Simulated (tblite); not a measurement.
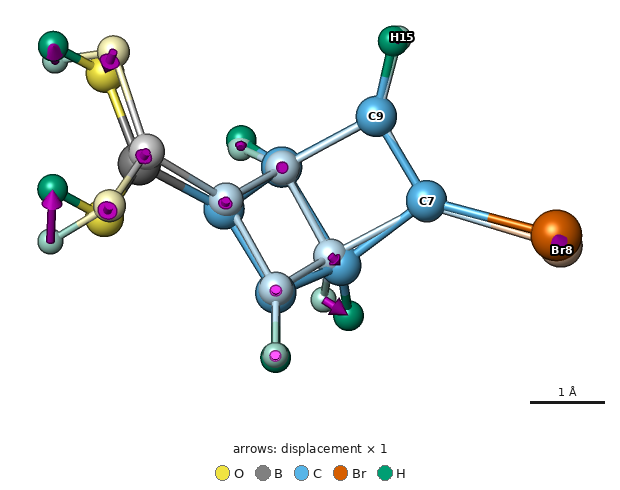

A relaxation of C6H6BBrO2. The starting structure is drawn faded, the final one solid; purple arrows show the displacements, at their true length. The two geometries are superimposed by the best rigid fit.

A ball-and-stick model, seen from a free direction.

All numbers below come from GFN2-xTB geometry optimisation, gas phase in tblite 0.8.0. 

Atoms of which element are displaced furthest, and by how much?

Answer. Hydrogen: up to 0.88 Å, against 0.44 Å for oxygen.

What happened in the run?

Answer. After 65 geometry steps the energy has fallen by 53.7 kcal/mol. The largest move after the best rigid fit is that of an H atom, 0.88 Å. Largest moves by element: H 0.88 Å, O 0.44 Å, B 0.30 Å, Br 0.29 Å, C 0.21 Å. Some distances before and after: C–C 1.362 → 1.557 Å, B–O 1.457 → 1.355 Å, C–C 1.384 → 1.331 Å, H–O 0.999 → 0.958 Å. Bond angles that change, for instance: B–O–H 104.2° → 117.3°, C–C–H 116.3° → 125.2°, C–C–H 116.0° → 124.1°. Groups turn about B–O by about 90°, B–O by about 90°. Cost: 0.58 s on 1 thread of Arm Neoverse V1, on a shared host.
